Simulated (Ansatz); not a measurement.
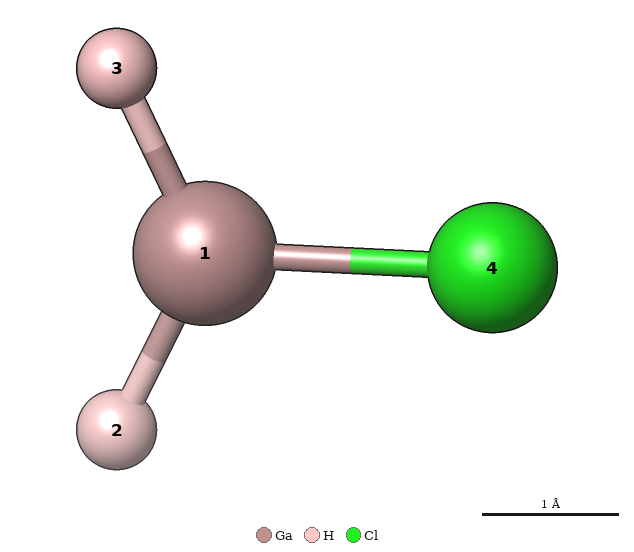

Orthographic view. Atoms fade into the background with distance from the viewer. The geometry was computed by an optimisation with PBE0-D4/def2-TZVP.

Give the geometry as a Z-matrix, atoms in numerical order, with these reference atoms: 2 to 1; 3 to 1, 2; 4 to 1, 3, 2.

```
Ga 
H    1   1.556
H    1   1.556   2   129.6
Cl   1   2.149   3   115.2   2   180.0
```
